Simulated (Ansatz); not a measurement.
**Fields on a plane of TiO2 (anatase)**

```yaml
crystal:
  lattice:
    - [-1.88489, 1.88489, 4.77588]
    - [1.88489, -1.88489, 4.77588]
    - [1.88489, 1.88489, -4.77588]
  atoms:
    - { symbol: Ti, position: [0.50000, 0.50000, 0.00000] }
    - { symbol: Ti, position: [0.25000, 0.75000, 0.50000] }
    - { symbol: O, position: [0.29247, 0.29247, 0.00000] }
    - { symbol: O, position: [0.04247, 0.54247, 0.50000] }
    - { symbol: O, position: [0.45753, 0.95753, 0.50000] }
    - { symbol: O, position: [0.70753, 0.70753, 0.00000] }
```

The slice is a (1 0 -1) plane (indices of the conventional cell) through the point (0.708, 0.708, 0.000) (fractional), spanned by u = [101] and v = [121] in vectors of this cell: u (3.77 Å) and v (10.27 Å, at 90° to u). It covers one period; positions are fractions (u, v).

Atoms on it: Ti at (0.50, 0.04), 0.1 Å off the plane; Ti at (0.00, 0.54), 0.1 Å off the plane; O at (0.00, 0.00); O at (0.50, 0.50). Other atoms lie within 1 Å of the plane.

Method: PBEsol (plane waves to 420 eV, PAW, scalar-relativistic; Ansatz, a first-principles code). k mesh 12×12×12. These are valence fields of a PAW run, semicore shells included where kept as valence: close to a nucleus they are smooth pseudo fields. TiO2 is run without spin polarisation. TiO2 was relaxed with its symmetry unable to fall.

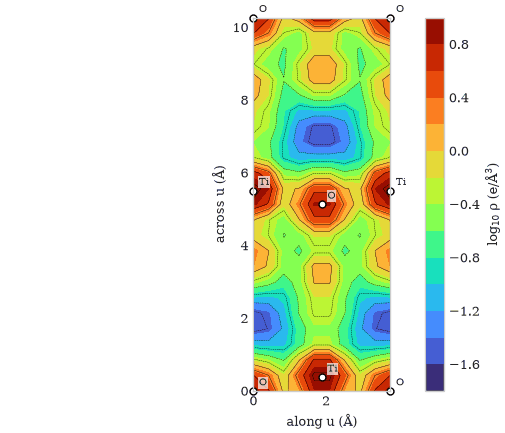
Fig. 1. Log₁₀ of the valence density in e/Å³, one period of the plane, atoms marked. The scale is logarithmic, as a density can span decades between atoms and voids.

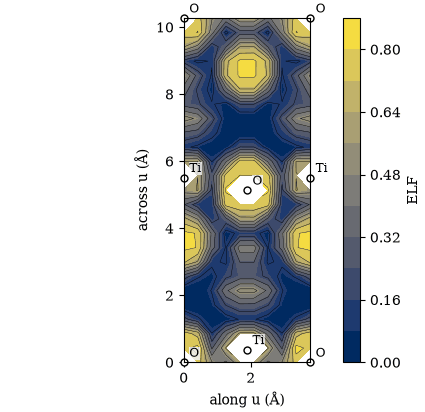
Figure: Electron localisation function (ELF), one period of the plane, atoms marked. Points within 0.4 Å of a nucleus are left white, as the pseudised field means little there.
